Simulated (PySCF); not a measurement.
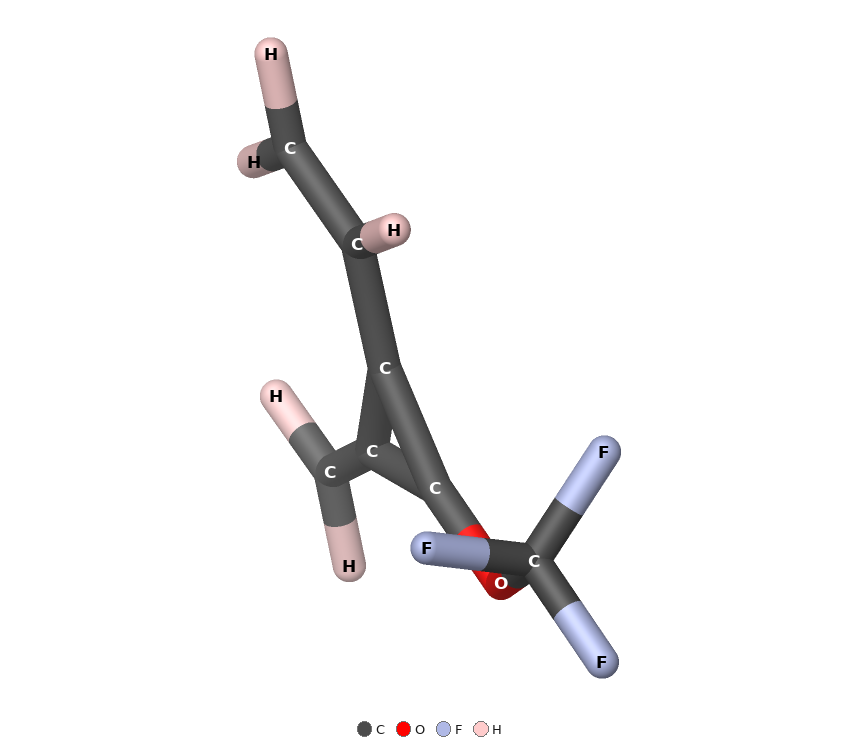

Computed geometry: PBE0-D3(BJ)/def2-SVP optimisation. No frequency run is at hand to confirm it as a minimum. Program: PySCF 2.14.0.

At this fixed geometry, give HOMO–LUMO gap (eV) at these levels: B3LYP/pcJ-1; B97-2/pcSseg-2; CAM-B3LYP/def2-SVPD; PBE0/pcSseg-1.

```tsv
level	HOMO–LUMO gap (eV)
B3LYP/pcJ-1	4.02
B97-2/pcSseg-2	4.10
CAM-B3LYP/def2-SVPD	6.65
PBE0/pcSseg-1	4.40
```
